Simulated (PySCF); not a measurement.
CH12F4N4Si5

Input file:

```
{"job": {"xc": "PBE0", "basis": "6-31G*", "kind": "nmr", "pop": true}, "charge": 0, "multiplicity": 1}
C      2.611633     0.998316    -1.476142
Si     1.751211    -0.268851    -0.378020
F      2.827996    -1.364063     0.163054
N      1.162687     0.386081     1.111142
Si     0.208887     1.777648     1.412593
F     -0.008986     1.802527     3.011139
N     -1.391079     1.665296     0.778995
Si    -1.903684     1.135304    -0.762783
F     -3.258829     1.896333    -1.149625
F     -0.839201     1.681007    -1.829049
N     -2.155676    -0.537086    -0.964631
Si    -0.967922    -1.802248    -0.678118
Si    -0.854217    -2.405067     1.541888
N      0.551373    -1.162212    -1.230607
H      3.086722     0.523397    -2.329046
H      3.379418     1.534539    -0.927567
H      1.898935     1.724202    -1.852598
H      1.523747    -0.067310     1.934673
H      0.852817     3.030763     1.054836
H     -2.122634     1.918196     1.421383
H     -3.097200    -0.826643    -1.166876
H     -1.327122    -2.807594    -1.698031
H     -1.744594    -3.552190     1.806299
H      0.479759    -2.846354     1.964832
H     -1.286474    -1.364106     2.486385
H      0.601386    -1.047268    -2.230852
```

Launched as:

```sh
OMP_NUM_THREADS=1 python ens_run.py task.json out
```

Geometry: GFN2-xTB.

Method: PBE0/6-31G*, SCF density, gas phase, non-relativistic (PySCF 2.14.0).

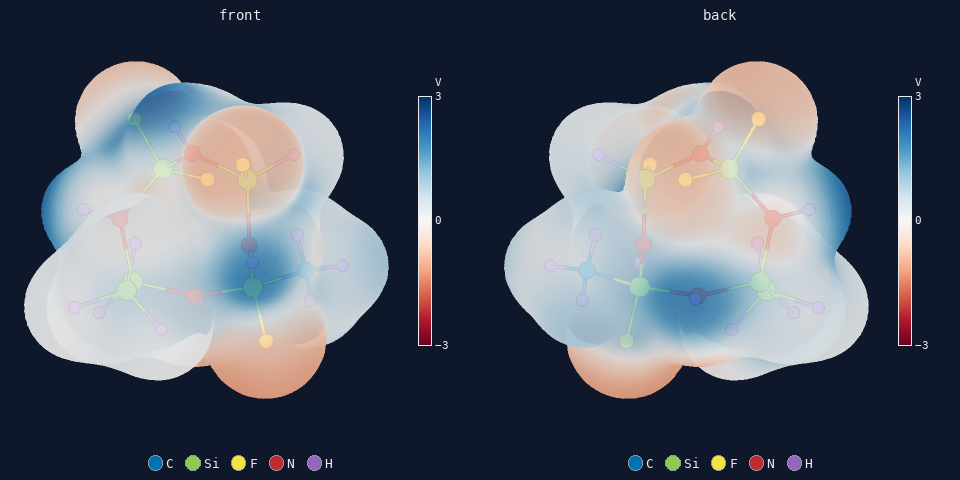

Figure 1. The molecular electrostatic potential painted on the density surface at 0.002 e/bohr³, seen from the front and from behind; red is negative and blue positive.

**Which sites attract a positive test charge, and which a negative one?**

A positive charge is drawn to the negative regions and a negative charge to the positive ones. The most negative region (about −1.2 V) lies over F3, the most positive (about +2.2 V) over Si5, H20 and H21.

**What dipole moment does the calculation give?**

Its dipole moment is 1.21 D.

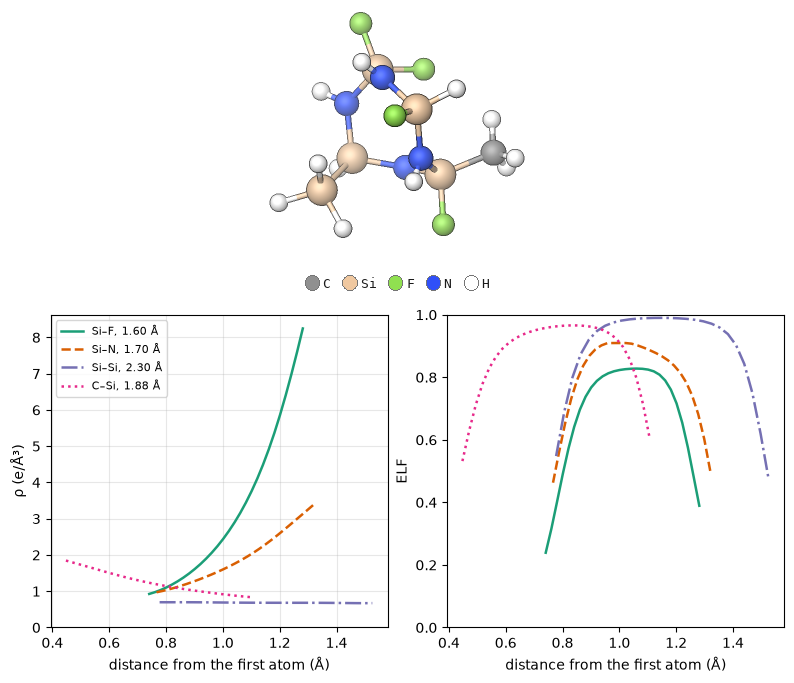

Figure 2. Electron density and ELF along straight lines between neighbouring atoms. The curves leave out the atomic cores. The structure is drawn too.

**What can be read from the curves?**

Si–F (1.60 Å): ρ is about 1.1 e/Å³ halfway; the ELF peaks at about 0.85 in the valence shell of F, 0.5 Å from its nucleus, and is about 0.50 at the midpoint.
Si–N (1.70 Å): ρ is about 1.1 e/Å³ halfway; the ELF peaks at about 0.90 between the atoms, as expected for a shared but strongly polarised pair.
Si–Si (2.30 Å): ρ at the midpoint is about 0.68 e/Å³; the ELF peaks at about 1 between the atoms, as expected for a covalent bond.
C–Si (1.88 Å): ρ is about 0.97 e/Å³ halfway; the ELF peaks at about 0.95 between the atoms; a covalent bond.
